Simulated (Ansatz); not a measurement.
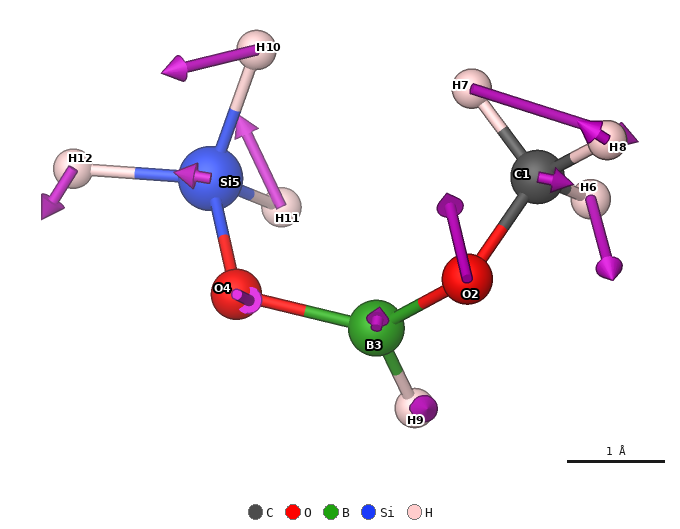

A relaxation of CH7BO2Si (coarse preliminary run). The starting structure is drawn; purple arrows show the displacements, at their true length. The two geometries are superimposed by the best rigid fit.

A ball-and-stick model, seen at a tilt.

The start comes from a force field.

Computed with RKS PBE-D4/def2-SVP (Ansatz).

Input file:
```yaml
crystal:
  periodic: [false, false, false]
  atoms:
    - {symbol: C, position_ang: [-1.117600, -0.002700, 1.469700]}
    - {symbol: O, position_ang: [-1.555200, -0.768900, 0.371200]}
    - {symbol: B, position_ang: [-0.383900, -1.137500, -0.411400]}
    - {symbol: O, position_ang: [0.034300, -0.447700, -1.659800]}
    - {symbol: Si, position_ang: [1.235900, 0.640100, -1.328000]}
    - {symbol: H, position_ang: [-0.436000, -0.458500, 2.122600]}
    - {symbol: H, position_ang: [-0.737600, 1.023500, 1.118800]}
    - {symbol: H, position_ang: [-2.027900, 0.274800, 2.062400]}
    - {symbol: H, position_ang: [0.226500, -2.118700, -0.080000]}
    - {symbol: H, position_ang: [0.697200, 1.857100, -0.646000]}
    - {symbol: H, position_ang: [2.248300, 0.029000, -0.430000]}
    - {symbol: H, position_ang: [1.892900, 1.054300, -2.555600]}
basis:
  gaussian: {orbitals: def2-SVP}
hamiltonian: {xc: pbe, dispersion: d4}
relax: {f_tol: 0.03, max_steps: 200}
```

Launched with:
```bash
ansatz run in.yaml --threads 4 --pin off --events-out ev --progress --plain --max-ram 10444MiB
```

Question: What did the optimiser do to the structure, and how much energy did it gain?

Answer: The energy falls by 1.483 eV in 25 accepted moves (27 points after the start). Largest force component: 3 eV/Å at the start, 0.025 eV/Å at the end. The line search rejected the trial steps at points 12, 15 of the run. The largest move after the best rigid fit is that of H7, 1.91 Å. By element the largest moves are H 1.91 Å, O 1.43 Å, Si 0.40 Å, C 0.39 Å, B 0.29 Å. Some distances before and after: B3–O4 1.486 → 1.366 Å, O2–B3 1.456 → 1.366 Å, C1–H6 1.048 → 1.112 Å, Si5–H12 1.453 → 1.499 Å. Bond angles that change, for instance: B3–O4–Si5 109.9° → 127.0°, C1–O2–B3 107.9° → 122.7°, H7–C1–H8 102.1° → 108.2°. Groups turn about B3–O4 by about 95°, O2–B3 by about 85°, C1–O2 by about 60°.
